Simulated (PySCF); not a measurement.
Bond curves of NO, doublet (excess alpha electrons: πx +1), cc-pVTZ(-PP) (non-relativistic), PySCF 2.14.0: energy from the separated fragments (atoms in their ground configurations, no counterpoise). One reference determinant with the occupation held, the lowest that a PBE0 search over spins and occupations found; no spin-orbit coupling. Splines pass through the computed points, which are marked. References: UKS for PBE; UHF for CCSD.

Methods: PBE and CCSD.

### Order the curves at 1.35 Å.

PBE −6.32, CCSD −4.48 eV, from lowest to highest.

### What values does the calculation give?

In eV:
```tsv
bond length (Å)	PBE	CCSD
1.03	−6.31	−4.82
1.07	−7.04	−5.50
1.11	−7.33	−5.76
1.14	−7.45	−5.85
1.18	−7.45	−5.80
1.22	−7.29	−5.59
1.28	−6.92	−5.15
1.35	−6.32	−4.48
```

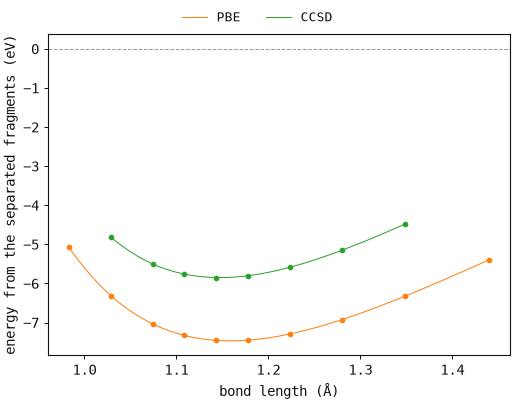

Caveats, for all or some of the runs: lowest determinant of a PBE0 search, another state may lie lower.
